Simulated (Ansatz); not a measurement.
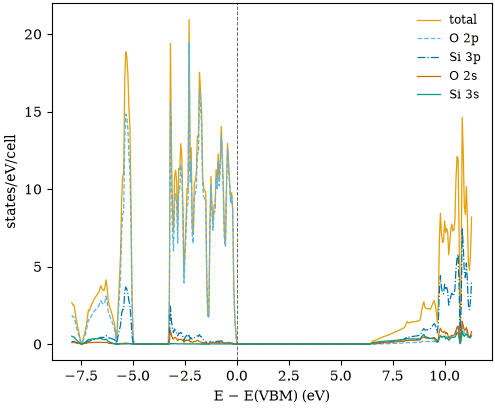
*Total and projected density of states of SiO2 in space group P4_12_12 (No. 92; Si on 4a, O on 8b), plane-wave PAW r²SCAN (Ansatz code)*

**Question.** Which orbitals carry the states next to the gap?

**Answer.** Top 1 eV of the valence band: O 2p 97 %. Bottom 1 eV of the conduction band: Si 3s 40 %, O 2s 19 %, Si 3p 16 %, outside the projected shells 22 %. Projections are on Löwdin-orthogonalised atomic valence shells; empty p or d shells of many metals are not among them.

**Question.** Where is the tallest occupied peak in this window, and what makes it?

**Answer.** Near -2.3 eV, about 21 states/eV per cell; the largest projected share is O 2p.

The cell was relaxed with r²SCAN under the symmetry of its start.

Potentials: the later of the program's two PAW sets.
